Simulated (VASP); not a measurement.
Band structure of LiMg (space group C2/m). Calculation: LDA (Ceperley-Alder, Perdew-Zunger), VASP's LDA PAW potentials (set 64) (plane waves; VASP).

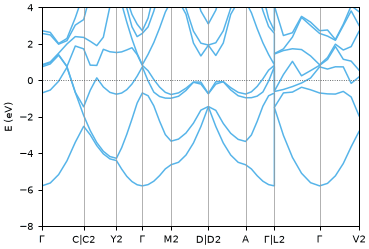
Bands along high-symmetry lines, zero at the valence-band maximum or, without a gap, the Fermi level

### Question
Read the plot: is there a gap, and where are the band edges?

### Answer
It has no gap at this level: it comes out as a metal or semimetal.

The structure comes from a computed database's LiMg entry; how it stands against other phases isn't given here. The cell was not relaxed at this level.
